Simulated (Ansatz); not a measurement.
# AlFH5NOSi: the cost of one run

Program: Ansatz 0.2.0. Level of theory: RKS BHLYP-D4/6-31G. These are calculated values, not measurements.

**1. The structure to begin with**

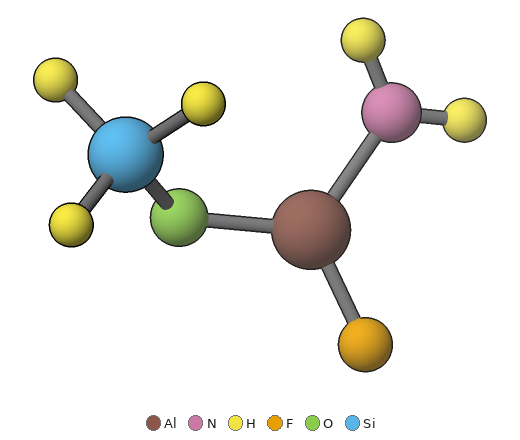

Start, viewed from a chosen angle; aluminium brown, nitrogen pink, hydrogen yellow, fluorine amber, oxygen green, silicon blue.

As a file:

```xyz
10

Al    0.0000    0.0000    0.0000
N     0.0000    0.0000    1.9200
H    -0.8770   -0.2713    2.4500
H     0.8770    0.2713    2.4500
F     1.4635    0.0000   -0.8450
O    -1.5415    0.0000   -0.8900
Si   -2.6907   -1.2238   -0.8267
H    -2.2881   -2.2198    0.1620
H    -3.9833   -0.6595   -0.4496
H    -2.8007   -1.8572   -2.1376
```

**2. Relaxing the start**

The input, input.yaml:

```yaml
crystal:
  periodic: [false, false, false]
  atoms:
    - { symbol: Al, position_ang: [0.0, 0.0, 0.0] }
    - { symbol: "N", position_ang: [0.0, 0.0, 1.92] }
    - { symbol: H, position_ang: [-0.877, -0.2713, 2.45] }
    - { symbol: H, position_ang: [0.877, 0.2713, 2.45] }
    - { symbol: F, position_ang: [1.4635, 0.0, -0.845] }
    - { symbol: O, position_ang: [-1.5415, 0.0, -0.89] }
    - { symbol: Si, position_ang: [-2.6907, -1.2238, -0.8267] }
    - { symbol: H, position_ang: [-2.2881, -2.2198, 0.162] }
    - { symbol: H, position_ang: [-3.9833, -0.6595, -0.4496] }
    - { symbol: H, position_ang: [-2.8007, -1.8572, -2.1376] }
basis:
  gaussian: { orbitals: "6-31G" }
hamiltonian:
  xc: { name: BHLYP }
  dispersion: d4
relax:
  f_tol: 0.02
  max_steps: 40
```

Run with:

```
$ ansatz run input.yaml --threads 1 --pin off --max-ram 2048MiB --backend cpu --events-out ev --progress --plain --runs-dir out
```

What time and memory should one allow on 1 thread of Arm Neoverse V1, shared host?

About 52 s, with a peak of 0.19 GiB.
